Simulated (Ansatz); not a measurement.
# AlH3F (doublet): correlated methods under varied settings at distance Al1–H4 along a hydrogen transfer = 1.632 Å

Aim: run AlH3F (doublet) at one geometry under a spread of methods and options, and see what each costs and gives.

Method: the settings change from run to run; program: Ansatz 0.2.0, Gaussian basis.

19 further runs of the same task are left out: 9 for a known fault of the program, 8 that didn't finish, 2 set aside as unsound or not needed.

### 1 The system

The geometry derives from fragments relaxed apart (PBE0/def2-TZVP) and kept rigid, so it is no stationary point. A hydrogen atom is moved between rigid fragments.

5 atoms, charge 0, spin multiplicity 2.

Atoms are counted from 1 here; the program's logs count them from 0.

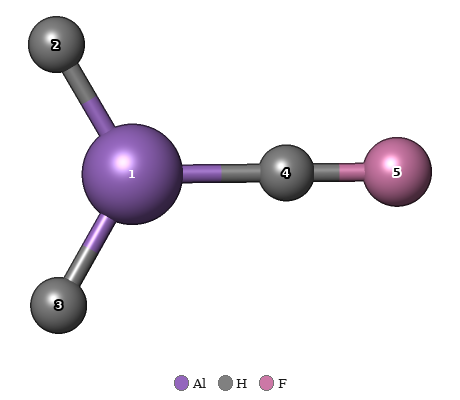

The geometry (aluminium purple, hydrogen grey, fluorine pink); atoms are numbered from 1 in the order of the file.

Coordinates:

```xyz
5

Al   -1.0888    0.0000    0.0000
H    -1.8817    1.3734    0.0000
H    -1.8817   -1.3734    0.0000
H     0.5432    0.0000    0.0000
F     1.7172    0.0000    0.0000
```

### 2 CCSD(T) on UHF/cc-pVDZ

File in.yaml:

```yaml
crystal:
  periodic: [false, false, false]
  atoms:
    - {symbol: Al, position_ang: [-1.088815, 0.000000, 0.000000]}
    - {symbol: H, position_ang: [-1.881739, 1.373384, 0.000000]}
    - {symbol: H, position_ang: [-1.881739, -1.373384, 0.000000]}
    - {symbol: H, position_ang: [0.543185, 0.000000, 0.000000]}
    - {symbol: F, position_ang: [1.717185, 0.000000, 0.000000]}
basis:
  gaussian: {orbitals: cc-pVDZ}
magnetization: {spin_polarized: true, initial_magnetization: 1}
correlation: {method: ccsd_t, electrons: outside_noble_gas}
scf: {lower_state_search: off}
```

Run with:

```sh
> ansatz run in.yaml --threads 1 --pin off --events-out ev --progress --plain --max-ram 2393MiB
```

The log of the run:

```text
Functional definition: HF
  name "HF"
  cite "Fock, Z. Phys. 61, 126 (1930) doi:10.1007/BF01340294"
  parent pbe
  exchange = exact_x
  correlation = 0
these checks for a lower state are left out or cut short: stability, starts, cluster_reference, orbital_swaps, neighbouring_geometries, increment
435 factors; integrals over basis functions are off by at most 1.6e-3 eV
mean field evaluation 1: about -9330.9608 eV, gradient 2.0e1 eV
mean field evaluation 2: about -9330.9827 eV, gradient 2.0e1 eV
mean field evaluation 4: about -9333.1272 eV, gradient 2.5e0 eV
mean field evaluation 8: about -9333.2826 eV, gradient 3.2e-1 eV
mean field evaluation 16: about -9333.2857 eV, gradient 2.9e-6 eV
mean field -9333.28566917 eV, -342.9919220138 hartree, gradient 2.9e-6 eV, S^2 0.775339; 0 other end points of the search recorded, 0 dependent functions left out
6 core orbitals not correlated: weight in the atoms' cores, before any rotation towards them, 1.000 or more for the frozen orbitals, at most 0.000 for the correlated occupied ones
reference -9333.28566917 eV, -342.9919220138 hartree; 7, 6 occupied and 34, 35 virtual orbitals, 435 factors
second order -7.17214859 eV of doubles, -0.00000000 eV of singles
cycle   1  -7.58759051 eV  change   -4.2e-1 eV  update   7.3e-2
cycle   2  -7.85761424 eV  change   -2.7e-1 eV  update   2.7e-2
cycle   3  -7.93120722 eV  change   -7.4e-2 eV  update   1.7e-2
cycle   4  -7.93403046 eV  change   -2.8e-3 eV  update   7.3e-3
cycle   5  -7.93412344 eV  change   -9.3e-5 eV  update   3.2e-3
cycle   6  -7.93496784 eV  change   -8.4e-4 eV  update   1.3e-3
cycle   7  -7.93506233 eV  change   -9.4e-5 eV  update   5.1e-4
cycle   8  -7.93508331 eV  change   -2.1e-5 eV  update   1.7e-4
cycle   9  -7.93512250 eV  change   -3.9e-5 eV  update   6.9e-5
cycle  10  -7.93512209 eV  change    4.1e-7 eV  update   2.5e-5
cycle  11  -7.93511350 eV  change    8.6e-6 eV  update   1.0e-5
perturbative correction -0.11542299 eV, -0.0042417165 hartree
Total energy: -9341.33620566 eV, -343.2877737729 hartree
Checks for a lower state left out: stability, starts, cluster_reference, orbital_swaps, neighbouring_geometries, increment
```

It took 1.3 s on 1 thread of Arm Neoverse V1, shared host.

From the report: ⟨S²⟩ of the determinant 0.775 (pure doublet: 0.75); correlation -8.0505 eV; T1 0.020; largest double amplitude 0.04.

### 3 HF/cc-pVDZ

Edit in.yaml of step 2 so:

```diff
@@ -10,4 +10,4 @@
   gaussian: {orbitals: cc-pVDZ}
-magnetization: {spin_polarized: true, initial_magnetization: 1}
-correlation: {method: ccsd_t, electrons: outside_noble_gas}
-scf: {lower_state_search: off}
+magnetization: {spin_polarized: false, initial_magnetization: 1}
+hamiltonian: {xc: hf}
+output: {forces: true, orbitals: {seedname: orbitals}}
```

The command is unchanged.

The log of the run:

```text
Functional definition: HF
  name "HF"
  cite "Fock, Z. Phys. 61, 126 (1930) doi:10.1007/BF01340294"
  parent pbe
  exchange = exact_x
  correlation = 0
435 factors; integrals over basis functions are off by at most 1.6e-3 eV
mean field evaluation 1: about -9330.7814 eV, gradient 2.7e1 eV
mean field evaluation 2: about -9330.8010 eV, gradient 2.7e1 eV
mean field evaluation 4: about -9333.0088 eV, gradient 2.0e0 eV
mean field evaluation 8: about -9333.0512 eV, gradient 2.6e-1 eV
mean field evaluation 16: about -9303.4670 eV, gradient 6.2e1 eV
mean field evaluation 32: about -9333.0128 eV, gradient 5.4e-1 eV
mean field -9333.05283306 eV, -342.9833654447 hartree, gradient 2.4e-5 eV, S^2 0.750000; 0 other end points of the search recorded, 0 dependent functions left out
the calculation of the forces begins
reference -9333.05283306 eV, -342.9833654447 hartree; 13, 12 occupied and 34, 35 virtual orbitals, 435 factors
Total energy: -9333.05283306 eV, -342.9833654447 hartree
Atom 0 at    -1.088815     0.000000     0.000000 Å, force    -2.325304    -0.000000    -0.000000 eV/Å
Atom 1 at    -1.881739     1.373384     0.000000 Å, force     0.158625     0.025957    -0.000000 eV/Å
Atom 2 at    -1.881739    -1.373384     0.000000 Å, force     0.158625    -0.025957    -0.000000 eV/Å
Atom 3 at     0.543185     0.000000     0.000000 Å, force     4.014288    -0.000000     0.000000 eV/Å
Atom 4 at     1.717185     0.000000     0.000000 Å, force    -2.006233     0.000000     0.000000 eV/Å
Dipole moment:    -0.559798     0.000000     0.000000 e Å
```

Wall time 0.45 s (1 thread of Arm Neoverse V1, shared host).

### 4 HF/cc-pVDZ

Edit in.yaml of step 3 so:

```diff
@@ -12,2 +12,3 @@
 hamiltonian: {xc: hf}
-output: {forces: true, orbitals: {seedname: orbitals}}
+scf: {lower_state_search: off}
+output: {orbitals: {seedname: orbitals}}
```

The command is unchanged.

The log of the run:

```text
Functional definition: HF
  name "HF"
  cite "Fock, Z. Phys. 61, 126 (1930) doi:10.1007/BF01340294"
  parent pbe
  exchange = exact_x
  correlation = 0
these checks for a lower state are left out or cut short: stability, starts, cluster_reference, orbital_swaps, neighbouring_geometries, increment
435 factors; integrals over basis functions are off by at most 1.6e-3 eV
mean field evaluation 1: about -9330.7814 eV, gradient 2.7e1 eV
mean field evaluation 2: about -9330.8010 eV, gradient 2.7e1 eV
mean field evaluation 4: about -9333.0088 eV, gradient 2.0e0 eV
mean field evaluation 8: about -9333.0512 eV, gradient 2.6e-1 eV
mean field evaluation 16: about -9333.0528 eV, gradient 5.2e-6 eV
mean field -9333.05283306 eV, -342.9833654447 hartree, gradient 5.2e-6 eV, S^2 0.750000; 0 other end points of the search recorded, 0 dependent functions left out
reference -9333.05283306 eV, -342.9833654447 hartree; 13, 12 occupied and 34, 35 virtual orbitals, 435 factors
Total energy: -9333.05283306 eV, -342.9833654447 hartree
Checks for a lower state left out: stability, starts, cluster_reference, orbital_swaps, neighbouring_geometries, increment
```

It took 0.24 s on 1 thread of Arm Neoverse V1, shared host.

### 5 BCCD on UHF/cc-pVDZ

Edit in.yaml of step 4 so:

```diff
@@ -10,5 +10,5 @@
   gaussian: {orbitals: cc-pVDZ}
-magnetization: {spin_polarized: false, initial_magnetization: 1}
-hamiltonian: {xc: hf}
+magnetization: {spin_polarized: true, initial_magnetization: 1}
+correlation: {method: bccd, electrons: valence, diis_vectors: 1}
 scf: {lower_state_search: off}
-output: {orbitals: {seedname: orbitals}}
+output: {forces: true}
```

Launched as before.

The log of the run:

```text
Functional definition: HF
  name "HF"
  cite "Fock, Z. Phys. 61, 126 (1930) doi:10.1007/BF01340294"
  parent pbe
  exchange = exact_x
  correlation = 0
these checks for a lower state are left out or cut short: starts, cluster_reference, orbital_swaps, neighbouring_geometries, increment
435 factors; integrals over basis functions are off by at most 1.6e-3 eV
mean field evaluation 1: about -9330.9608 eV, gradient 2.0e1 eV
mean field evaluation 2: about -9330.9827 eV, gradient 2.0e1 eV
mean field evaluation 4: about -9333.1272 eV, gradient 2.5e0 eV
mean field evaluation 8: about -9333.2826 eV, gradient 3.2e-1 eV
mean field evaluation 16: about -9333.2857 eV, gradient 2.9e-6 eV
mean field -9333.28566917 eV, -342.9919220138 hartree, gradient 2.9e-6 eV, S^2 0.775339; 0 other end points of the search recorded, 0 dependent functions left out
6 core orbitals not correlated: weight in the atoms' cores, before any rotation towards them, 1.000 or more for the frozen orbitals, at most 0.000 for the correlated occupied ones
reference -9333.28566917 eV, -342.9919220138 hartree; 7, 6 occupied and 34, 35 virtual orbitals, 435 factors
second order -7.17214859 eV of doubles, -0.00000000 eV of singles
cycle   1  -7.61028484 eV  change   -4.4e-1 eV  update   7.3e-2
cycle   2  -7.87029940 eV  change   -2.6e-1 eV  update   2.8e-2
cycle   3  -7.87714991 eV  change   -6.9e-3 eV  update   1.9e-2
cycle   4  -7.90636905 eV  change   -2.9e-2 eV  update   1.1e-2
cycle   5  -7.90979796 eV  change   -3.4e-3 eV  update   7.7e-3
cycle   6  -7.91671329 eV  change   -6.9e-3 eV  update   4.8e-3
cycle   7  -7.91524461 eV  change    1.5e-3 eV  update   3.4e-3
cycle   8  -7.91714888 eV  change   -1.9e-3 eV  update   2.3e-3
cycle   9  -7.91641909 eV  change    7.3e-4 eV  update   1.6e-3
cycle  10  -7.91723118 eV  change   -8.1e-4 eV  update   1.1e-3
cycle  11  -7.91678934 eV  change    4.4e-4 eV  update   7.7e-4
cycle  12  -7.91708628 eV  change   -3.0e-4 eV  update   5.2e-4
cycle  13  -7.91690156 eV  change    1.8e-4 eV  update   3.7e-4
cycle  14  -7.91703852 eV  change   -1.4e-4 eV  update   2.6e-4
cycle  15  -7.91694383 eV  change    9.5e-5 eV  update   1.8e-4
cycle  16  -7.91699823 eV  change   -5.4e-5 eV  update   1.3e-4
cycle  17  -7.91696016 eV  change    3.8e-5 eV  update   9.0e-5
cycle  18  -7.91698502 eV  change   -2.5e-5 eV  update   6.3e-5
cycle  19  -7.91696580 eV  change    1.9e-5 eV  update   4.4e-5
cycle  20  -7.91697628 eV  change   -1.0e-5 eV  update   3.1e-5
cycle  21  -7.91696867 eV  change    7.6e-6 eV  update   2.2e-5
cycle  22  -7.91697325 eV  change   -4.6e-6 eV  update   1.5e-5
cycle  23  -7.91696931 eV  change    3.9e-6 eV  update   1.1e-5
cycle  24  -7.91697138 eV  change   -2.1e-6 eV  update   7.7e-6
cycle  25  -7.91696986 eV  change    1.5e-6 eV  update   5.5e-6
cycle  26  -7.91697072 eV  change   -8.6e-7 eV  update   3.9e-6
cycle  27  -7.91696992 eV  change    7.9e-7 eV  update   2.8e-6
cycle  28  -7.91697032 eV  change   -3.9e-7 eV  update   1.9e-6
the calculation of the forces begins
Total energy: -9341.20263949 eV, -343.2828653067 hartree
Atom 0 at    -1.088815     0.000000     0.000000 Å, force    -2.122241    -0.000000    -0.000000 eV/Å
Atom 1 at    -1.881739     1.373384     0.000000 Å, force     0.088121     0.095584    -0.000000 eV/Å
Atom 2 at    -1.881739    -1.373384     0.000000 Å, force     0.088122    -0.095584    -0.000000 eV/Å
Atom 3 at     0.543185     0.000000     0.000000 Å, force     3.767245     0.000000     0.000000 eV/Å
Atom 4 at     1.717185     0.000000     0.000000 Å, force    -1.821247    -0.000000     0.000000 eV/Å
Dipole moment:    -0.485247     0.000000     0.000000 e Å
Checks for a lower state left out: starts, cluster_reference, orbital_swaps, neighbouring_geometries, increment
```

Run time: 5.5 s. Hardware: 1 thread of Arm Neoverse V1, shared host.

From the report: ⟨S²⟩ of the determinant 0.775 (pure doublet: 0.75); correlation -7.9170 eV; largest double amplitude 0.04.

### 6 BCCD/cc-pVDZ

Edit in.yaml of step 5 so:

```diff
@@ -10,5 +10,5 @@
   gaussian: {orbitals: cc-pVDZ}
-magnetization: {spin_polarized: true, initial_magnetization: 1}
+magnetization: {spin_polarized: false, initial_magnetization: 1}
+hamiltonian: {xc: {name: B3LYP}}
 correlation: {method: bccd, electrons: valence, diis_vectors: 1}
-scf: {lower_state_search: off}
-output: {forces: true}
+scf: {omitted_lower_state_checks: [cluster_reference]}
```

Same command.

The log of the run:

```text
Functional definition: B3LYP
  name "B3LYP"
  cite "Stephens, Devlin, Chabalowski & Frisch, J. Phys. Chem. 98, 11623 (1994) doi:10.1021/j100096a001"
  cite "Becke, Phys. Rev. A 38, 3098 (1988) doi:10.1103/PhysRevA.38.3098"
  cite "Lee, Yang & Parr, Phys. Rev. B 37, 785 (1988) doi:10.1103/PhysRevB.37.785"
  cite "Vosko, Wilk & Nusair, Can. J. Phys. 58, 1200 (1980) doi:10.1139/p80-159"
  parameter a0 = 0.2
  parameter ax = 0.72
  parameter ac = 0.81
  exchange = (1 - a0 - ax)*slater_x + ax*b88_x + a0*exact_x
  correlation = (1 - ac)*vwn_rpa_c + ac*lyp_c
these checks for a lower state are left out or cut short: cluster_reference
435 factors; integrals over basis functions are off by at most 1.6e-3 eV
mean field evaluation 1: about -9358.4265 eV, gradient 3.1e1 eV
mean field evaluation 2: about -9358.4579 eV, gradient 3.1e1 eV
mean field evaluation 4: about -9360.3523 eV, gradient 3.4e0 eV
mean field evaluation 8: about -9360.4267 eV, gradient 7.5e-1 eV
mean field evaluation 16: about -9360.4281 eV, gradient 6.7e-5 eV
mean field -9360.42811463 eV, -343.9893884867 hartree, gradient 6.9e-6 eV, S^2 0.750000; 0 other end points of the search recorded, 0 dependent functions left out
6 core orbitals not correlated: weight in the atoms' cores, before any rotation towards them, 1.000 or more for the frozen orbitals, at most 0.000 for the correlated occupied ones
reference -9332.69336561 eV, -342.9701552594 hartree; 7, 6 occupied and 34, 35 virtual orbitals, 435 factors
second order -7.74122182 eV of doubles, -0.34136605 eV of singles
cycle   1  -8.14737331 eV  change   -6.3e-2 eV  update   8.1e-2
cycle   2  -8.35938577 eV  change   -2.1e-1 eV  update   3.7e-2
cycle   3  -8.42027515 eV  change   -6.1e-2 eV  update   1.1e-2
cycle   4  -8.44596061 eV  change   -2.6e-2 eV  update   4.3e-3
cycle   5  -8.45054613 eV  change   -4.6e-3 eV  update   2.3e-3
cycle   6  -8.45297351 eV  change   -2.4e-3 eV  update   1.2e-3
cycle   7  -8.45349478 eV  change   -5.2e-4 eV  update   6.5e-4
cycle   8  -8.45426126 eV  change   -7.7e-4 eV  update   3.5e-4
cycle   9  -8.45427621 eV  change   -1.5e-5 eV  update   2.0e-4
cycle  10  -8.45441940 eV  change   -1.4e-4 eV  update   1.2e-4
cycle  11  -8.45442189 eV  change   -2.5e-6 eV  update   6.9e-5
cycle  12  -8.45446656 eV  change   -4.5e-5 eV  update   4.2e-5
cycle  13  -8.45445996 eV  change    6.6e-6 eV  update   2.5e-5
cycle  14  -8.45447365 eV  change   -1.4e-5 eV  update   1.6e-5
cycle  15  -8.45447243 eV  change    1.2e-6 eV  update   9.6e-6
Total energy: -9341.14783804 eV, -343.2808513905 hartree
Checks for a lower state left out: cluster_reference
```

Wall time 2.7 s (1 thread of Arm Neoverse V1, shared host).

From the report: correlation -8.4545 eV; largest double amplitude 0.04.

### 7 CCSD(T)/6-31G*

File in.yaml:

```yaml
crystal:
  periodic: [false, false, false]
  atoms:
    - {symbol: Al, position_ang: [-1.088815, 0.000000, 0.000000]}
    - {symbol: H, position_ang: [-1.881739, 1.373384, 0.000000]}
    - {symbol: H, position_ang: [-1.881739, -1.373384, 0.000000]}
    - {symbol: H, position_ang: [0.543185, 0.000000, 0.000000]}
    - {symbol: F, position_ang: [1.717185, 0.000000, 0.000000]}
basis:
  gaussian: {orbitals: "6-31G*"}
magnetization: {spin_polarized: true, initial_magnetization: 1}
hamiltonian: {xc: {name: PBE}}
correlation: {method: ccsd_t, electrons: all}
```

Same command.

The log of the run:

```text
Functional definition: PBE
  name "PBE"
  cite "Perdew, Burke & Ernzerhof, Phys. Rev. Lett. 77, 3865 (1996) doi:10.1103/PhysRevLett.77.3865"
  parent pbe
  parameter kappa = 0.804
  parameter beta = 0.06672455060314922
  exchange = pbe_x(kappa = kappa, mu = beta*pi^2/3)
  correlation = pbe_c(beta = beta)
386 factors; integrals over basis functions are off by at most 7.5e-4 eV
mean field evaluation 1: about -9350.5541 eV, gradient 2.2e1 eV
mean field evaluation 2: about -9350.5517 eV, gradient 2.2e1 eV
mean field evaluation 4: about -9352.0006 eV, gradient 6.0e0 eV
mean field evaluation 8: about -9352.4213 eV, gradient 2.4e-1 eV
mean field evaluation 16: about -9352.4217 eV, gradient 7.9e-6 eV
mean field evaluation 32: about -9347.1792 eV, gradient 1.1e1 eV
mean field -9352.42165757 eV, -343.6951566165 hartree, gradient 7.9e-6 eV, S^2 0.751425; 0 other end points of the search recorded, 0 dependent functions left out
reference -9331.73355153 eV, -342.9348827425 hartree; 13, 12 occupied and 27, 28 virtual orbitals, 386 factors
second order -7.03736963 eV of doubles, -0.54508968 eV of singles
cycle   1  -7.40874262 eV  change    1.7e-1 eV  update   8.6e-2
cycle   2  -7.63582385 eV  change   -2.3e-1 eV  update   4.7e-2
cycle   3  -7.73469144 eV  change   -9.9e-2 eV  update   1.1e-2
cycle   4  -7.73990412 eV  change   -5.2e-3 eV  update   4.5e-3
cycle   5  -7.74029702 eV  change   -3.9e-4 eV  update   1.7e-3
cycle   6  -7.74080502 eV  change   -5.1e-4 eV  update   7.7e-4
cycle   7  -7.74077433 eV  change    3.1e-5 eV  update   2.9e-4
cycle   8  -7.74077459 eV  change   -2.7e-7 eV  update   1.1e-4
cycle   9  -7.74081697 eV  change   -4.2e-5 eV  update   3.9e-5
cycle  10  -7.74083088 eV  change   -1.4e-5 eV  update   1.2e-5
perturbative correction -0.14208121 eV, -0.0052213882 hartree
Total energy: -9339.61646363 eV, -343.2245744188 hartree
```

Run time: 2.8 s. Hardware: 1 thread of Arm Neoverse V1, shared host.

From the report: ⟨S²⟩ of the determinant 0.751 (pure doublet: 0.75); correlation -7.8829 eV; T1 0.017; largest double amplitude 0.05. The orbitals are Kohn-Sham ones, so correlation energy and T1 don't compare with those on Hartree-Fock orbitals.

### 8 NEVPT2(5,6)/cc-pVDZ

Edit in.yaml of step 7 so:

```diff
@@ -9,5 +9,4 @@
 basis:
-  gaussian: {orbitals: "6-31G*"}
-magnetization: {spin_polarized: true, initial_magnetization: 1}
-hamiltonian: {xc: {name: PBE}}
-correlation: {method: ccsd_t, electrons: all}
+  gaussian: {orbitals: cc-pVDZ, point_charges: [{charge: -1.00, position_ang: [5.746, 0.759, -0.179]}]}
+magnetization: {spin_polarized: false, initial_magnetization: 1}
+correlation: {method: sc_nevpt2, electrons: outside_noble_gas, active_space: {window: {electrons: 5, orbitals: 6}}}
```

Launched as before.

The log of the run:

```text
Functional definition: HF
  name "HF"
  cite "Fock, Z. Phys. 61, 126 (1930) doi:10.1007/BF01340294"
  parent pbe
  exchange = exact_x
  correlation = 0
435 factors; integrals over basis functions are off by at most 1.6e-3 eV
mean field evaluation 1: about -9330.4770 eV, gradient 2.6e1 eV
mean field evaluation 2: about -9330.4964 eV, gradient 2.6e1 eV
mean field evaluation 4: about -9332.6743 eV, gradient 2.2e0 eV
mean field evaluation 8: about -9332.7287 eV, gradient 4.9e-1 eV
mean field evaluation 16: about -9332.7357 eV, gradient 1.5e-6 eV
mean field -9332.73573519 eV, -342.9717123128 hartree, gradient 2.0e-6 eV, S^2 0.750000; 2 other end points of the search recorded, 0 dependent functions left out
reference -9332.73573519 eV, -342.9717123128 hartree; 13, 12 occupied and 34, 35 virtual orbitals, 435 factors
state -9334.49544799 eV, -343.0363805653 hartree
state -9334.49544799 eV, -343.0363805653 hartree; corrected -9340.10302054 eV, -343.2424550556 hartree
state -9334.12096109 eV, -343.0226184256 hartree
state -9334.12096109 eV, -343.0226184256 hartree; corrected -9340.33304260 eV, -343.2509082106 hartree
state -9334.12096109 eV, -343.0226184256 hartree; corrected -9340.33304260 eV, -343.2509082106 hartree
state -9333.64976958 eV, -343.0053024569 hartree
state -9333.64976958 eV, -343.0053024569 hartree; corrected -9340.44482265 eV, -343.2550160515 hartree
state -9333.64976958 eV, -343.0053024569 hartree; corrected -9340.44482265 eV, -343.2550160515 hartree
the orbitals are reached from a further start. From the first start the search ends at -9334.49544614 eV, -343.0363804975 hartree
WARN: the results are in doubt because another end's mean lies 0.846 eV lower, and its corrected mean 0.342 eV higher
Total energy: -9340.44482265 eV, -343.2550160515 hartree
In doubt: another end's mean lies 0.846 eV lower, and its corrected mean 0.342 eV higher
```

Wall time 5.5 s (1 thread of Arm Neoverse V1, shared host).

From the report: 300 determinants; active occupations 1.98, 1.97, 1.00, 0.03, 0.02, 0.01. Mind the lines of doubt at the end of the log.

### 9 All runs side by side

Where basis and cores are those of an earlier UCCSDT(Q)/cc-pVDZ run (-9341.3740 eV), and the state is the same kind, the miss against it is given. † marks a result that the program doubts.

| level | correlated | functions | energy (eV) | from UCCSDT(Q) (meV) | time |
| --- | --- | --- | --- | --- | --- |
| CCSD(T) on UHF/cc-pVDZ | outside noble gas | 47 | -9341.3362 | 37.8 | 1.3 s |
| HF/cc-pVDZ |  | 47 | -9333.0528 | 8321.1 | 0.45 s |
| HF/cc-pVDZ |  | 47 | -9333.0528 | 8321.1 | 0.24 s |
| BCCD on UHF/cc-pVDZ | valence | 47 | -9341.2026 | 171.3 | 5.5 s |
| BCCD/cc-pVDZ (on B3LYP orbitals) | valence | 47 | -9341.1478 | 226.1 | 2.7 s |
| CCSD(T)/6-31G* (on PBE orbitals) | all | 40 | -9339.6165 |  | 2.8 s |
| NEVPT2(5,6)/cc-pVDZ (beside a point charge) † | outside noble gas | 47 | -9340.4448 |  | 5.5 s |

### 10 Results

| quantity | value |
| --- | --- |
| runs | 7 |
| quickest | HF/cc-pVDZ, 0.24 s |
| slowest | BCCD on UHF/cc-pVDZ, 5.5 s |

In words: Total energies in different bases, with other cores or another treatment of relativity can't be set against each other. BCCD on UHF/cc-pVDZ took 23 times as long as HF/cc-pVDZ; the jobs differ in more than the method. Among the correlated runs with a miss given, it spans +38 to +226 meV. Hartree-Fock, CASSCF and CASCI lack dynamic correlation by design. Cores frozen from Kohn-Sham orbitals shift the total energy.
